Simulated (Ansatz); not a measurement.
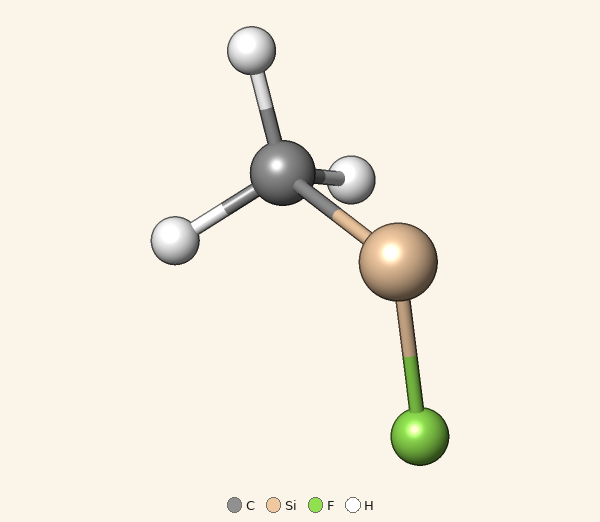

Sticks follow a distance rule. Harmonic vibrations computed with RKS PBE0-D4/def2-TZVP (Ansatz 0.2.0) at a stationary point of the same level.

> How many imaginary frequencies does it have?

A minimum: no imaginary frequency, and the lowest mode lies at 79 cm⁻¹.

> List the wavenumbers.

12 modes: 79, 278, 525, 665, 735, 839, 1235, 1415, 1428, 3019, 3096, 3135 cm⁻¹.
